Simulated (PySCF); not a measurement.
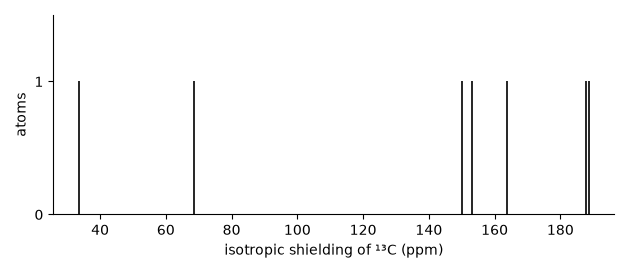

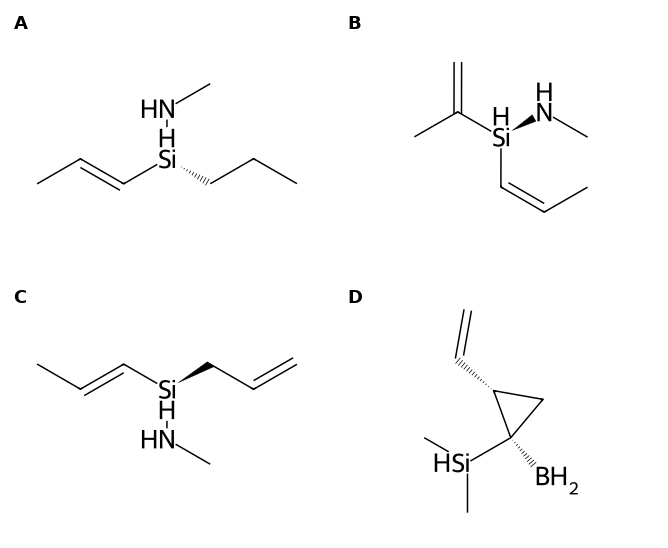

The sticks are computed shieldings of one of the molecules, for one fixed geometry (GFN2-xTB) without averaging over rotations. Low shielding means a high chemical shift. Method: GIAO PBE0/pcSseg-1 NMR shielding, non-relativistic, gas phase (PySCF 2.14.0).

Question: Which molecule gives this pattern?

Answer: D, `B[C@@]1([SiH](C)C)C[C@H]1C=C`. Its 7 C atoms give lines at 33.5, 68.5, 149.9, 153.0, 163.6, 187.7, 188.6 ppm.

The geometry is semi-empirical. Around B, Si such bond lengths and angles can be off by a tenth of an ångström or more and by several degrees, and values that hang on the shape move with them.
